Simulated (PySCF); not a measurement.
**C3H4F2O: electronic excitations and core binding energies**

Aim: predict the electronic excitations and core binding energies of C3H4F2O (`FC(F)[C@@H]1CO1`).

Computed with PySCF 2.14.0, with density-fitted response routines of our own, on a single molecule in the gas phase. Atoms count from 0, in the outputs and in this text.

## Step 1: Starting geometry

10 atoms, charge 0, multiplicity 1; geometry from: GFN2-xTB.

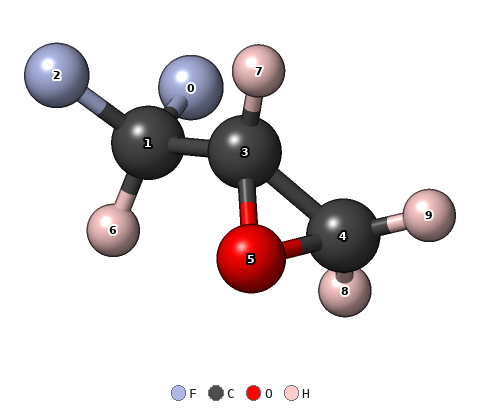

The starting geometry (fluorine light blue, carbon dark grey, oxygen red, hydrogen pink), atoms numbered.

## Step 2: Excited states and response: B3LYP/def2-SVPD

The job: settings as JSON, then the geometry in Å.

```
{"job": {"kind": "uv", "xc": "B3LYP", "basis": "def2-SVPD", "nstates": 8, "ntriplets": 3}, "charge": 0, "multiplicity": 1}
F      1.476950    -1.252771    -0.545957
C      1.194408     0.031236    -0.206434
F      2.217015     0.445799     0.571979
C     -0.118185     0.100144     0.544529
C     -1.373144    -0.113650    -0.181764
O     -0.964587     1.157030     0.227577
H      1.187290     0.638638    -1.124008
H     -0.047169    -0.167151     1.595180
H     -1.342230    -0.301441    -1.248869
H     -2.221466    -0.533180     0.345241
```

Level: TDDFT B3LYP/def2-SVPD, vertical, gas phase, core orbitals frozen in the response.

The program printed:

```text
coarse grid: 9000 points
cycle   1  E = -391.1364180689  dE =  9.528e-01  |g| = 7.996e-01  |ddm| = 4.173e+00
cycle   2  E = -390.9170012364  dE =  2.194e-01  |g| = 1.379e+00  |ddm| = 1.961e+00
cycle   3  E = -391.2482824395  dE = -3.313e-01  |g| = 1.039e-01  |ddm| = 1.239e+00
cycle   4  E = -391.2495978972  dE = -1.315e-03  |g| = 6.360e-02  |ddm| = 1.500e-01
cycle   5  E = -391.2502872396  dE = -6.893e-04  |g| = 9.767e-03  |ddm| = 5.673e-02
cycle   6  E = -391.2503019189  dE = -1.468e-05  |g| = 3.703e-03  |ddm| = 1.430e-02
cycle   7  E = -391.2503049324  dE = -3.013e-06  |g| = 3.067e-04  |ddm| = 4.348e-03
final grid: 89528 points
cycle   8  E = -391.3157403051  dE = -3.533e-05  |g| = 6.652e-03  |ddm| = 6.476e-02
cycle   9  E = -391.3157295778  dE =  1.073e-05  |g| = 1.041e-02  |ddm| = 1.407e-02
cycle  10  E = -391.3157481732  dE = -1.860e-05  |g| = 7.516e-04  |ddm| = 8.385e-03
cycle  11  E = -391.3157482787  dE = -1.055e-07  |g| = 2.922e-04  |ddm| = 9.824e-04
cycle  12  E = -391.3157482928  dE = -1.407e-08  |g| = 9.708e-05  |ddm| = 3.115e-04
cycle  13  E = -391.3157482944  dE = -1.654e-09  |g| = 1.893e-05  |ddm| = 9.916e-05
cycle  14  E = -391.3157482945  dE = -7.230e-11  |g| = 5.561e-06  |ddm| = 3.282e-05
converged SCF energy = -391.3157482945

Static polarisability (au): isotropic 40.839, principal 37.167 38.393 46.956

Singlet excitations
state   eV       nm        f      main configurations
  1   7.7773    159.4   0.01186   H->L 0.91
  2   8.0829    153.4   0.00983   H->L+1 0.67, H->L+3 0.16, H->L+2 0.14
  3   8.2504    150.3   0.03021   H->L+2 0.63, H->L+4 0.21
  4   8.3540    148.4   0.02245   H->L+3 0.44, H->L+1 0.26, H->L+4 0.16
  5   8.6773    142.9   0.00253   H->L+4 0.55, H->L+3 0.31, H->L+2 0.10
  6   8.7832    141.2   0.03532   H-1->L 0.96
  7   9.0024    137.7   0.01427   H-1->L+1 0.80, H-1->L+3 0.09
  8   9.2320    134.3   0.02942   H-1->L+2 0.79, H-1->L+1 0.12

Triplet excitations (Tamm-Dancoff, eV): 7.5197 7.7874 7.9452
```

It took 16 s on 1 thread, shared host.

The orbitals next to the gap, with their largest atomic shares:

| orbital | eV | atoms |
| --- | --- | --- |
| HOMO−3 | -11.48 | F2 51 %, F0 42 % |
| HOMO−2 | -10.05 | F0 23 %, F2 17 %, C1 16 % |
| HOMO−1 | -9.33 | O5 29 %, C4 27 %, C3 26 % |
| HOMO | -8.41 | O5 64 %, C4 8 %, C3 8 % |
| LUMO | 0.42 | C4 23 %, H8 16 %, H9 13 % |
| LUMO+1 | 0.78 | O5 17 %, H6 15 %, H7 15 % |
| LUMO+2 | 1.01 | O5 28 %, H8 11 %, H7 11 % |

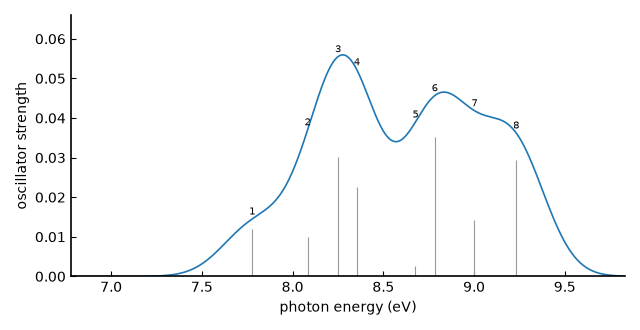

Absorption spectrum from the 8 singlet states computed; above the last one it falls off for lack of states. Lines are broadened to a width of 0.40 eV (Gaussian).

Ground-state properties from the same run:

| property | computed |
| --- | --- |
| dipole moment (D) | 1.91 |
| polarisability (Å³) | 6.05 |
| HOMO–LUMO gap (eV) | 8.83 |
| −ε(HOMO) (eV) | 8.41 |

## Step 3: Core-electron binding energies: SCAN, X2C

Settings changed since step 2:

```diff
@@ -1,2 +1,2 @@
-{"job": {"kind": "uv", "xc": "B3LYP", "basis": "def2-SVPD", "nstates": 8, "ntriplets": 3}, "charge": 0, "multiplicity": 1}
+{"job": {"kind": "xps"}, "charge": 0, "multiplicity": 1}
 F      1.476950    -1.252771    -0.545957
```

Level: delta-SCF UKS SCAN, pcX-2 on the ionised atom, pcseg-1 elsewhere, spin-free X2C.

The program printed:

```text
ground state, core basis on atom 0 (F), 135 functions
  cycle   1  E = -391.60256193  |g| = 8.02e-01
  cycle   2  E = -391.35814487  |g| = 1.46e+00
  cycle   3  E = -391.70332947  |g| = 1.13e-01
  cycle   4  E = -391.70521910  |g| = 6.80e-02
  cycle   5  E = -391.70600786  |g| = 1.61e-02
  cycle   6  E = -391.70605216  |g| = 5.53e-03
  cycle   7  E = -391.70605577  |g| = 1.37e-03
  cycle   8  E = -391.70605753  |g| = 7.53e-04
  cycle   9  E = -391.70605867  |g| = 1.59e-04
  E(ground) = -391.71008995 Eh
hole in F 1s of atom 0
  cycle   1  E = -365.33630005  |g| = 2.58e+00
  cycle   2  E = -364.26699382  |g| = 2.58e+00
  cycle   3  E = -365.65343041  |g| = 1.15e+00
  cycle   4  E = -366.14329372  |g| = 4.61e-01
  cycle   5  E = -366.20651671  |g| = 1.70e-01
  cycle   6  E = -366.21730678  |g| = 4.89e-02
  cycle   7  E = -366.21831419  |g| = 9.62e-03
  cycle   8  E = -366.21834694  |g| = 4.61e-03
  cycle   9  E = -366.21835422  |g| = 1.55e-03
  cycle  10  E = -366.21835558  |g| = 5.67e-04
  cycle  11  E = -366.21835513  |g| = 2.16e-04
  E(ion) = -366.22891406 Eh   <S^2> = 0.7573   hole on atom = 1.000   binding energy = 693.378 eV
ground state, core basis on atom 1 (C), 135 functions
  cycle   1  E = -391.66864939  |g| = 1.00e-01
  cycle   2  E = -391.66648726  |g| = 1.43e-01
  cycle   3  E = -391.66963814  |g| = 1.92e-02
  cycle   4  E = -391.66969180  |g| = 7.21e-03
  cycle   5  E = -391.66970155  |g| = 1.47e-03
  cycle   6  E = -391.66970230  |g| = 3.99e-04
  E(ground) = -391.67159698 Eh
hole in C 1s of atom 1
  cycle   1  E = -380.25353632  |g| = 1.50e+00
  cycle   2  E = -375.61183385  |g| = 3.18e+00
  cycle   3  E = -380.32849489  |g| = 1.05e+00
  cycle   4  E = -380.70799559  |g| = 4.78e-01
  cycle   5  E = -380.78093933  |g| = 1.58e-01
  cycle   6  E = -380.78884034  |g| = 5.79e-02
  cycle   7  E = -380.79016605  |g| = 2.16e-02
  cycle   8  E = -380.79031381  |g| = 9.32e-03
  cycle   9  E = -380.79034694  |g| = 3.09e-03
  cycle  10  E = -380.79035263  |g| = 1.71e-03
  cycle  11  E = -380.79035444  |g| = 6.92e-04
  cycle  12  E = -380.79035441  |g| = 4.12e-04
  E(ion) = -380.79412282 Eh   <S^2> = 0.7722   hole on atom = 1.000   binding energy = 295.991 eV
ground state, core basis on atom 2 (F), 135 functions
  cycle   1  E = -391.70567092  |g| = 1.18e-01
  cycle   2  E = -391.70533221  |g| = 6.26e-02
  cycle   3  E = -391.70531456  |g| = 6.42e-02
  cycle   4  E = -391.70586760  |g| = 5.19e-03
  cycle   5  E = -391.70587144  |g| = 1.11e-03
  cycle   6  E = -391.70587297  |g| = 3.47e-04
  E(ground) = -391.71021833 Eh
hole in F 1s of atom 2
  cycle   1  E = -365.33339028  |g| = 2.58e+00
  cycle   2  E = -364.25511255  |g| = 2.55e+00
  cycle   3  E = -365.70125378  |g| = 1.09e+00
  cycle   4  E = -366.14232378  |g| = 4.56e-01
  cycle   5  E = -366.20206634  |g| = 1.82e-01
  cycle   6  E = -366.21423868  |g| = 5.61e-02
  cycle   7  E = -366.21542068  |g| = 1.92e-02
  cycle   8  E = -366.21553778  |g| = 5.62e-03
  cycle   9  E = -366.21554816  |g| = 1.87e-03
  cycle  10  E = -366.21554916  |g| = 6.63e-04
  cycle  11  E = -366.21554962  |g| = 2.67e-04
  E(ion) = -366.22681059 Eh   <S^2> = 0.7571   hole on atom = 1.000   binding energy = 693.439 eV
ground state, core basis on atom 3 (C), 135 functions
  cycle   1  E = -391.66528064  |g| = 9.45e-02
  cycle   2  E = -391.66356383  |g| = 1.29e-01
  cycle   3  E = -391.66608846  |g| = 2.09e-02
  cycle   4  E = -391.66615288  |g| = 8.01e-03
  cycle   5  E = -391.66616221  |g| = 1.68e-03
  cycle   6  E = -391.66616402  |g| = 4.61e-04
  E(ground) = -391.66895910 Eh
hole in C 1s of atom 3
  cycle   1  E = -380.34195968  |g| = 1.51e+00
  cycle   2  E = -379.31287975  |g| = 2.12e+00
  cycle   3  E = -380.80131092  |g| = 5.11e-01
  cycle   4  E = -380.85741271  |g| = 3.29e-01
  cycle   5  E = -380.89522161  |g| = 7.52e-02
  cycle   6  E = -380.89710786  |g| = 3.27e-02
  cycle   7  E = -380.89750331  |g| = 1.00e-02
  cycle   8  E = -380.89753874  |g| = 4.93e-03
  cycle   9  E = -380.89755196  |g| = 1.67e-03
  cycle  10  E = -380.89755330  |g| = 1.01e-03
  cycle  11  E = -380.89755456  |g| = 5.54e-04
  cycle  12  E = -380.89755475  |g| = 1.77e-04
  E(ion) = -380.89978848 Eh   <S^2> = 0.7726   hole on atom = 1.000   binding energy = 293.044 eV
ground state, core basis on atom 4 (C), 135 functions
  cycle   1  E = -391.66455045  |g| = 5.84e-02
  cycle   2  E = -391.66451933  |g| = 2.30e-02
  cycle   3  E = -391.66448252  |g| = 2.74e-02
  cycle   4  E = -391.66462097  |g| = 4.60e-03
  cycle   5  E = -391.66462333  |g| = 1.05e-03
  cycle   6  E = -391.66462497  |g| = 2.31e-04
  E(ground) = -391.66690937 Eh
hole in C 1s of atom 4
  cycle   1  E = -380.34837247  |g| = 1.51e+00
  cycle   2  E = -379.47302969  |g| = 1.99e+00
  cycle   3  E = -380.81201310  |g| = 4.85e-01
  cycle   4  E = -380.86041341  |g| = 3.30e-01
  cycle   5  E = -380.89829777  |g| = 7.94e-02
  cycle   6  E = -380.90056770  |g| = 2.35e-02
  cycle   7  E = -380.90079885  |g| = 6.32e-03
  cycle   8  E = -380.90082027  |g| = 3.32e-03
  cycle   9  E = -380.90082552  |g| = 1.81e-03
  cycle  10  E = -380.90082854  |g| = 1.13e-03
  cycle  11  E = -380.90082916  |g| = 3.16e-04
  E(ion) = -380.90207639 Eh   <S^2> = 0.7720   hole on atom = 1.000   binding energy = 292.926 eV
ground state, core basis on atom 5 (O), 135 functions
  cycle   1  E = -391.69210756  |g| = 9.47e-02
  cycle   2  E = -391.69176469  |g| = 5.28e-02
  cycle   3  E = -391.69157376  |g| = 6.29e-02
  cycle   4  E = -391.69225341  |g| = 4.87e-03
  cycle   5  E = -391.69225620  |g| = 9.29e-04
  cycle   6  E = -391.69225623  |g| = 2.54e-04
  E(ground) = -391.69262972 Eh
hole in O 1s of atom 5
  cycle   1  E = -371.05188888  |g| = 2.22e+00
  cycle   2  E = -370.31697734  |g| = 2.37e+00
  cycle   3  E = -371.76652297  |g| = 5.67e-01
  cycle   4  E = -371.82731152  |g| = 3.51e-01
  cycle   5  E = -371.86427171  |g| = 1.07e-01
  cycle   6  E = -371.86792924  |g| = 2.25e-02
  cycle   7  E = -371.86809087  |g| = 9.34e-03
  cycle   8  E = -371.86811403  |g| = 4.20e-03
  cycle   9  E = -371.86812142  |g| = 9.49e-04
  cycle  10  E = -371.86812091  |g| = 2.35e-04
  E(ion) = -371.86954095 Eh   <S^2> = 0.7645   hole on atom = 1.000   binding energy = 539.414 eV
```

Wall time 39 s (1 thread, shared host).

Binding energies by hole, beside the orbital energy of the ground state; the difference holds orbital relaxation and, for a density functional, its self-interaction error:

| hole | stands for | environment | ΔSCF (eV) | −ε (eV) | ⟨S²⟩ |
| --- | --- | --- | --- | --- | --- |
| F1s on F0 | F0 | fluorine of a CF2 group | 693.38 | 667.2 | 0.757 |
| C1s on C1 | C1 | sp3 CH bonded to 2 F | 295.99 | 278.3 | 0.772 |
| F1s on F2 | F2 | fluorine of a CF2 group | 693.44 | 667.2 | 0.757 |
| C1s on C3 | C3 | epoxide ring carbon | 293.04 | 275.8 | 0.773 |
| C1s on C4 | C4 | epoxide ring carbon | 292.93 | 275.6 | 0.772 |
| O1s on O5 | O5 | ether oxygen | 539.41 | 517.6 | 0.765 |

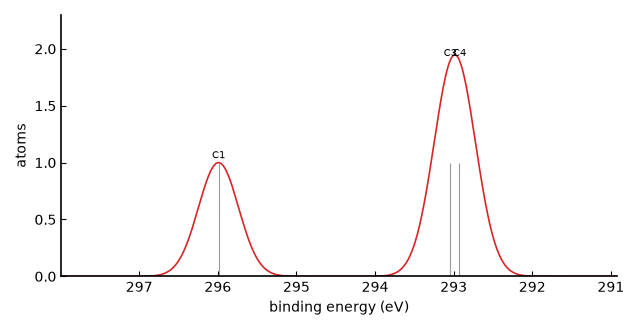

The C1s photoelectron lines, weighted by the number of atoms. Lines are broadened to a width of 0.60 eV (Gaussian).

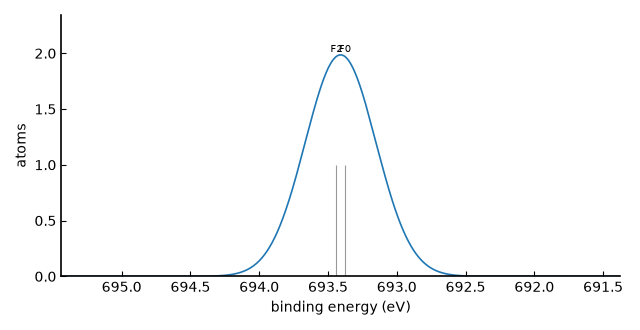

The F1s photoelectron lines, weighted by the number of atoms. Lines are broadened to a width of 0.60 eV (Gaussian).

## Step 4: What came out

| quantity | value |
| --- | --- |
| lowest singlet (B3LYP/def2-SVPD) | 7.78 eV (159 nm), f = 0.012 |
| brightest single state of those computed | state 6, 8.78 eV, f = 0.035 |
| lowest triplet | 7.52 eV |
| C1s binding energies, SCAN/pcX-2 | C1 295.99, C3 293.04, C4 292.93 eV |
| F1s binding energies, SCAN/pcX-2 | F2 693.44, F0 693.38 eV |
| O1s binding energies, SCAN/pcX-2 | O5 539.41 eV |

The lowest singlet, at 7.78 eV, is HOMO→LUMO 0.91 and is weak; of the 8 states computed, the strongest absorption comes from state 6 at 8.78 eV. The lowest triplet lies 0.26 eV below the lowest singlet (triplets in Tamm-Dancoff, singlets in full TDDFT). States above −ε(HOMO) lie where TDDFT describes them poorly and they hang on the basis; the brightest is among them. The C1s levels kept as sound span 3.07 eV, from C4 (epoxide ring carbon) up to C1 (sp3 CH bonded to 2 F). The F1s levels computed lie within 0.06 eV of one another, too close to rank.
